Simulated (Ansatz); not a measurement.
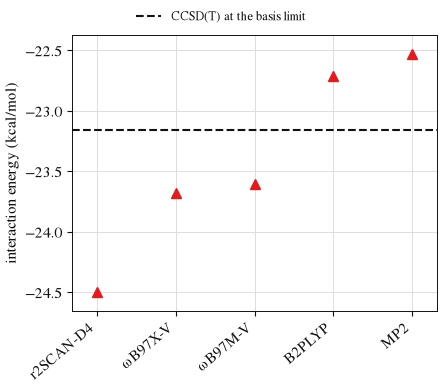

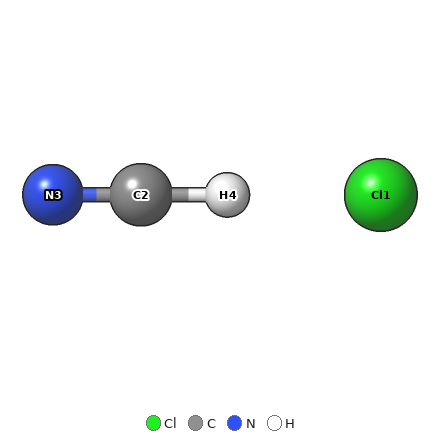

Counterpoise interaction energy of the pair Cl⁻ and CHN (SMILES [Cl-].C#N) at one optimised PBE0-D4 geometry, drawn, with the closest contact Cl1···H4 2.01 Å (H···H pairs aside; other arrangements can bind more strongly; the cost of deforming the partners isn't counted), def2-TZVPPD, the Ansatz code; cores frozen in correlated methods. The line takes HF and MP2 limits from def2-TZVPPD and QZVPPD, and the coupled-cluster step in TZVPPD. B2PLYP holds a correlation term that converges slowly with the basis, so part of the distance to the limit is basis error. No dispersion term is added to B2PLYP. The distance of MP2 to the limit includes basis error.

Question: Which level comes closest to the line (CCSD(T) at the basis limit), and which misses most?

Answer: Closest ωB97M-V (−23.60 kcal/mol) and B2PLYP (−22.71 kcal/mol), against −23.16 kcal/mol; farthest r2SCAN-D4 (−24.50 kcal/mol).

Question: What range do the values span, the line included?

Answer: From −24.50 kcal/mol (r2SCAN-D4) to −22.53 kcal/mol (MP2).
